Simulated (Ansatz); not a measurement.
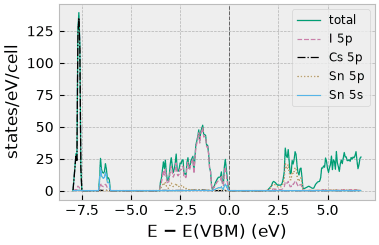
Figure. Total and projected density of states of CsSnI₃ in space group Pnma (No. 62; Pearson symbol oP20), plane-wave PAW PBEsol (Ansatz code)

**Question.** Which orbitals carry the states next to the gap?

**Answer.** Top 1 eV of the valence band: I 5p 78 %, Sn 5s 18 %. Bottom 1 eV of the conduction band: Sn 5p 67 %, I 5p 19 %, outside the projected shells 7 %. Projections are on Löwdin-orthogonalised atomic valence shells; empty p or d shells of many metals are not among them.

**Question.** Where is the tallest occupied peak in this window, and what makes it?

**Answer.** Near -7.7 eV, about 140 states/eV per cell; the largest projected share is Cs 5p.

The cell was relaxed with PBEsol under the symmetry of its start. Scalar-relativistic: spin–orbit coupling is off unless named, which matters more the heavier the elements.

Potentials: the later of the program's two PAW sets.
